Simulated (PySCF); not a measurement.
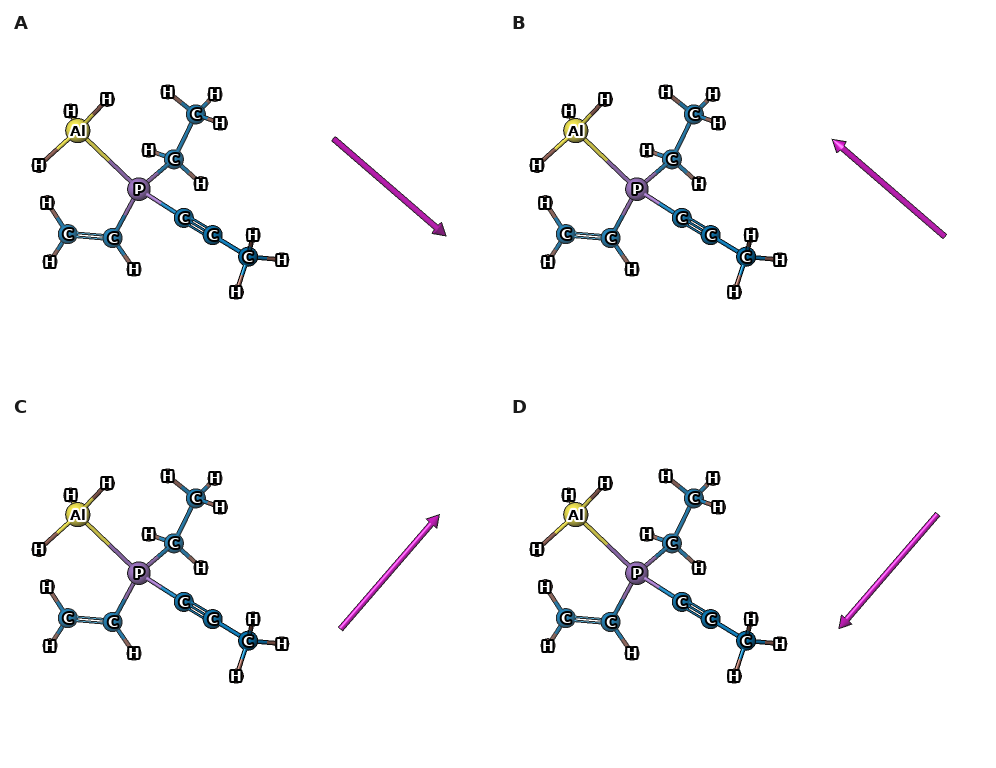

The same molecule four times, each with an arrow. Computed geometry: GFN2-xTB optimisation. No frequency run is at hand to confirm it as a minimum. Level of theory: PBE0/pcSseg-1, gas phase (PySCF 2.14.0).

Question: Which arrow points along the dipole moment, from the negative to the positive end?

Answer: A. The dipole moment is 5.57 D.

The geometry is semi-empirical. Around Al, P such bond lengths and angles can be off by a tenth of an ångström or more and by several degrees, and values that hang on the shape move with them.
